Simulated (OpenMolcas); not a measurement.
# Dy²⁺ among point charges: CASSCF levels and susceptibility

How does a field of 3 point charges split the states of Dy²⁺, and what χT follows?

Method: state-averaged CASSCF, spin-orbit coupling by RASSI with atomic mean-field integrals. Code: OpenMolcas 26.06.

**1. What is computed**

| Property | Result |
| --- | --- |
| Species | Dy²⁺ (dysprosium, Z = 66, 64 electrons) |
| Basis | ANO-RCC-VDZP [7s6p4d2f1g], 68 functions |
| Scalar Hamiltonian | DKH2, point nucleus |
| Inactive shells | 1s 2s 2p 3s 3p 3d 4s 4p 4d 5s 5p |
| Active space | 10 electrons in 7 orbitals (4f) |
| Some configurations of this space | 4f¹⁰ |
| Orbitals | optimised for the highest spin of each parity, averaged over all roots |

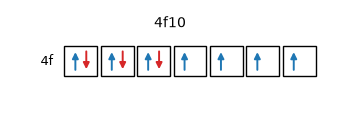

Occupation of the outer shells (arrows by Hund's rule).

The ion sits among 3 point charges of -1 e arranged as a planar triangle (D3h), 2.39 Å from the ion.

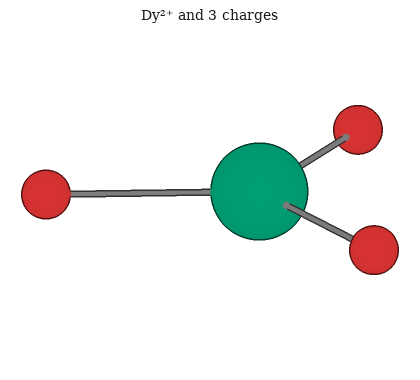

The ion and the point charges (red).

The work runs as a chain of OpenMolcas steps in one folder; each step below is one input file. Labels, J, g values, rates, χT and fits are worked out afterwards by a script from the matrices that RASSI stores.

**2. Basis and integrals**

a.inp reads:

```
&GATEWAY
Coord
1

Dy 0.0 0.0 0.0
Basis=ANO-RCC-VDZP
Group=NoSym
NoMove
AngMom=0.0 0.0 0.0
AMFI
XField
3 Angstrom 0
2.390000 0.000000 0.000000 -1.000000
-1.195000 2.069801 0.000000 -1.000000
-1.195000 -2.069801 0.000000 -1.000000
&SEWARD
```

Launch:

```bash
> OMP_NUM_THREADS=1 MOLCAS_MEM=2252 MOLCAS_PROJECT=a pymolcas a.inp > a.log
```

**3. CASSCF: quintets, 35 roots**

a.inp reads:

```
&RASSCF
FileOrb=start.orb
Symmetry=1
Spin=5
nActEl=10 0 0
Inactive=27
Ras2=7
CIRoot=35 35 1
SDav=35
CIMx=300
Iter=120 100
PrWF=0.3
OrbListing=Nothing
MaxOrb=0
>>> COPY $Project.JobIph JOB001
```

start.orb holds the contracted functions of the basis, ordered by shell, or the orbitals of the step before.

**4. CASSCF: triplets, 162 roots**

a.inp reads:

```
&RASSCF
FileOrb=start.orb
Symmetry=1
Spin=3
nActEl=10 0 0
Inactive=27
Ras2=7
CIRoot=162 162 1
SDav=210
CIMx=300
Iter=120 100
PrWF=0.3
OrbListing=Nothing
MaxOrb=0
CIOnly
>>> COPY $Project.JobIph JOB002
```

**5. Reference wave functions, singlets, 162 roots**

a.inp reads:

```
&RASSCF
FileOrb=start.orb
Symmetry=1
Spin=1
nActEl=10 0 0
Inactive=27
Ras2=7
CIRoot=162 162 1
SDav=196
CIMx=300
Iter=120 100
PrWF=0.3
OrbListing=Nothing
MaxOrb=0
CIOnly
>>> COPY $Project.JobIph JOB003
```

**6. State interaction with spin-orbit coupling**

a.inp reads:

```
&RASSI
NrOfJobIphs=3 33 106 31
1 2 3 4 5 6 7 8 9 10 11 12 13 14 15 16 17 18 19 20 21 22 23 24 25 26 27
28 29 30 31 32 33
1 2 3 4 5 6 7 8 9 10 11 12 13 14 15 16 17 18 19 20 21 22 23 24 25 26 27
28 29 30 31 32 33 34 35 36 37 38 39 40 41 42 43 44 45 46 47 48 49 50 51
52 53 54 55 56 57 58 59 60 61 62 63 64 65 66 67 68 69 70 71 72 73 74 75
76 77 78 79 80 81 82 83 84 85 86 87 88 89 90 91 92 93 94 95 96 97 98 99
100 101 102 103 104 105 106
1 2 3 4 5 6 7 8 9 10 11 12 13 14 15 16 17 18 19 20 21 22 23 24 25 26 27
28 29 30 31
IphNames
JOB001
JOB002
JOB003
EJob
SpinOrbit
DIPRint=1.0
SOCoupling=1000.0
Subsets=2
Property=9
'ANGMOM' 1 'ANGMOM' 2 'ANGMOM' 3 'MLTPL  1' 1 'MLTPL  1' 2 'MLTPL  1' 3
'AMFI' 1 'AMFI' 2 'AMFI' 3
SOProperty=3
'ANGMOM' 1 'ANGMOM' 2 'ANGMOM' 3
```

**Question.** What will these runs give? Wanted: spin-free ground state; first state of the same spin within the active space; lowest level; next level.

As calculated:

```
                                            quantity                            value
                                              method                           CASSCF
                              spin-free ground state  5A1, 1-fold in its orbital part
first state of the same spin within the active space                  5E at 27.4 cm⁻¹
                                        lowest level                        1-fold A1
                                          next level                        12.6 cm⁻¹
                                         χT at 300 K                  13.90 cm³ K/mol
                           effective moment at 300 K                         10.54 μB
```

What this shows: The spin-free ground state (5A1) comes to 100 % from free-ion I terms and keeps the highest spin of the shell. The triplets, singlets rest on orbitals optimised for another spin in at least one step, which raises them against the optimised states. Not all states of the active space went into the spin-orbit step. High states of lower spin are left out of the spin-orbit mixing, and CASSCF puts spin-flip levels too high. This is an electrostatic model: the charges have no orbitals.
